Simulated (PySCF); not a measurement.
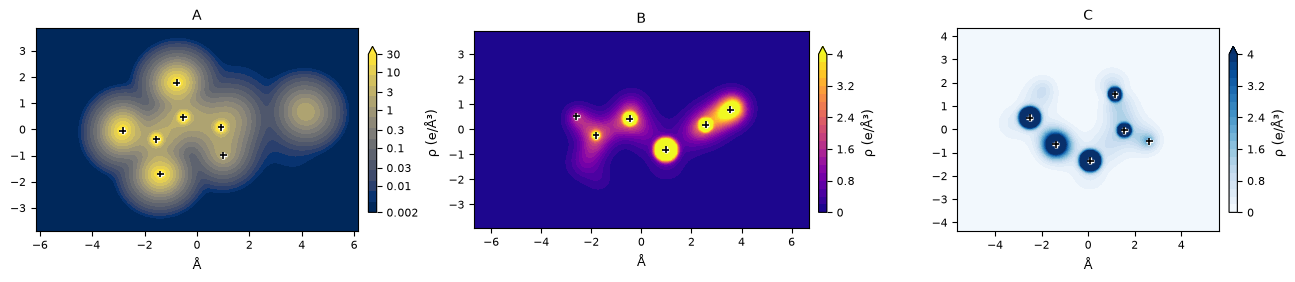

The electron density of 3 systems, each on a plane through atoms (crosses mark nuclei in the plane).

Method: PySCF, PBE0/pcSseg-1, SCF density, gas phase, non-relativistic.

System 1: B2H8OSi2 (SMILES BB[SiH2]O[SiH3]), the plane of atoms B1, B2 and Si3. Geometry: GFN2-xTB.

```xyz
13

B    -1.8501    0.4472    0.9239
B    -1.7900   -0.6550   -0.2257
Si   -0.0210   -1.0809   -0.9739
O     1.1982   -0.3215   -0.1849
Si    1.9169    0.8299    0.6840
H    -1.9458    1.5982    0.7011
H    -1.7534    0.1909    2.0677
H    -2.6771   -1.2548   -0.7069
H     0.1636   -0.6638   -2.3784
H     0.4111   -2.4878   -0.8827
H     3.1589    0.2238    1.1564
H     1.0302    1.1988    1.7893
H     2.1540    1.9755   -0.1951
```

System 2: C3H11N2PSi2, the plane of atoms C2, Si3 and C4. Geometry: GFN2-xTB.

```yaml
atoms:
  - { symbol: N, position_ang: [-4.6451, 1.0113, -1.4065] }
  - { symbol: C, position_ang: [-3.7667, 0.6848, -0.7480] }
  - { symbol: Si, position_ang: [-2.3500, 0.1524, 0.3467] }
  - { symbol: C, position_ang: [-0.9401, -0.4194, -0.7902] }
  - { symbol: C, position_ang: [0.1870, -1.1193, -0.0260] }
  - { symbol: N, position_ang: [0.7739, -0.3152, 1.0181] }
  - { symbol: Si, position_ang: [1.8410, 1.0001, 0.7172] }
  - { symbol: P, position_ang: [3.0278, 0.3917, -1.0819] }
  - { symbol: H, position_ang: [-2.0020, 1.3231, 1.1585] }
  - { symbol: H, position_ang: [-2.8596, -0.9490, 1.1720] }
  - { symbol: H, position_ang: [-0.5143, 0.4374, -1.3180] }
  - { symbol: H, position_ang: [-1.3198, -1.1025, -1.5529] }
  - { symbol: H, position_ang: [0.9920, -1.3745, -0.7252] }
  - { symbol: H, position_ang: [-0.1855, -2.0515, 0.4125] }
  - { symbol: H, position_ang: [0.1694, -0.2354, 1.8215] }
  - { symbol: H, position_ang: [1.2119, 2.2873, 0.3665] }
  - { symbol: H, position_ang: [2.5905, 1.1516, 1.9665] }
  - { symbol: H, position_ang: [3.7919, -0.5555, -0.4239] }
  - { symbol: H, position_ang: [3.9877, 1.3716, -0.9141] }
```

System 3: C4H5ClF4Si (SMILES FC(F)=C(F)C[SiH2][C@H](F)Cl), the plane of atoms F1, C2 and C4. Geometry: GFN2-xTB.

```yaml
atoms:
  - { symbol: F, position_ang: [-2.6150, -1.0926, 1.3258] }
  - { symbol: C, position_ang: [-2.7662, -0.4568, 0.1645] }
  - { symbol: F, position_ang: [-3.9653, -0.6930, -0.3502] }
  - { symbol: C, position_ang: [-1.8135, 0.2981, -0.3676] }
  - { symbol: F, position_ang: [-2.0566, 0.8903, -1.5547] }
  - { symbol: C, position_ang: [-0.4601, 0.5252, 0.1874] }
  - { symbol: Si, position_ang: [0.8686, -0.3065, -0.9236] }
  - { symbol: C, position_ang: [2.5657, 0.0769, -0.0831] }
  - { symbol: F, position_ang: [2.7731, 1.4254, -0.0149] }
  - { symbol: Cl, position_ang: [3.8491, -0.6371, -1.0949] }
  - { symbol: H, position_ang: [-0.2733, 1.6008, 0.2194] }
  - { symbol: H, position_ang: [-0.4257, 0.1448, 1.2067] }
  - { symbol: H, position_ang: [0.7155, -1.7599, -0.9227] }
  - { symbol: H, position_ang: [0.8883, 0.3015, -2.2491] }
  - { symbol: H, position_ang: [2.7111, -0.3090, 0.9296] }
```

Q: Match each panel to its system.

A: Panel A is system 3, C4H5ClF4Si: the plane holds F, C and H. C–F (1.33 Å): ρ at the midpoint is about 2.4 e/Å³. Panel B is system 2, C3H11N2PSi2: the plane holds N, C, Si and H. C–N (1.15 Å): ρ is about 3.6 e/Å³ halfway. Panel C is system 1, B2H8OSi2: the plane holds B, Si, O and H. B–B (1.59 Å): the density is about 1.2 e/Å³ at the midpoint.
